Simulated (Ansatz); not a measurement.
Ligand exchange: C2H7In + C2H9AlN2 → C2H8InN + C2H8AlN

Gas-phase species: C2H7In `C[CH2][InH2]`, singlet; C2H9AlN2 `C[N](C)[AlH][NH2]`, singlet; C2H8InN `C[CH2][InH][NH2]`, singlet; C2H8AlN `C[N](C)[AlH2]`, singlet. The partners trade H for NH2: In–H and Al–NH2 bonds give way to In–NH2 and Al–H.

Shapes, held fixed at every level: PBE0-D4/def2-TZVP. Flexible molecules stand in one conformer, not always the lowest. Programs: Ansatz 0.2.0. The zero-point and thermal change to 298 K, harmonic and unscaled (PBE0-D4/def2-TZVP), is +1.5 kJ/mol.

| level | kind | ΔH(298 K) (kJ/mol) | less CCSD(T)/def2-TZVPP |
| --- | --- | --- | --- |
| HF/def2-SVP | Hartree–Fock | +79.7 | +18.6 |
| r2SCAN-D4/def2-TZVPP | meta-GGA | +65.9 | +4.8 |
| PBE0-D4/def2-TZVPP | global hybrid | +65.3 | +4.2 |
| r2SCAN0-D4/def2-TZVPP | global hybrid | +70.3 | +9.2 |
| MP2/def2-TZVPP | perturbation theory | +59.1 | -2.0 |
| CCSD(T)/def2-SVP | coupled cluster or CI | +61.0 | -0.1 |
| CCSD/def2-SVP | coupled cluster or CI | +64.4 | +3.3 |
| CCSD(T)/def2-TZVPP | coupled cluster or CI | +61.1 | 0.0 |

The highest level, CCSD(T)/def2-TZVPP, gives ΔH(298 K) = +61.1 kJ/mol; the levels span +59.1 to +79.7. The column of differences is taken from that level and isn't an error. No measured value is set beside it here. For atoms past krypton def2 sets carry core potentials with scalar relativity. Outer-core shells of In are correlated, in sets that cover them unevenly.

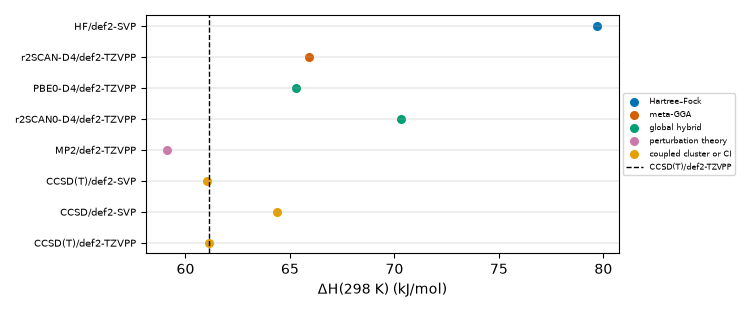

The values of the table, level by level.
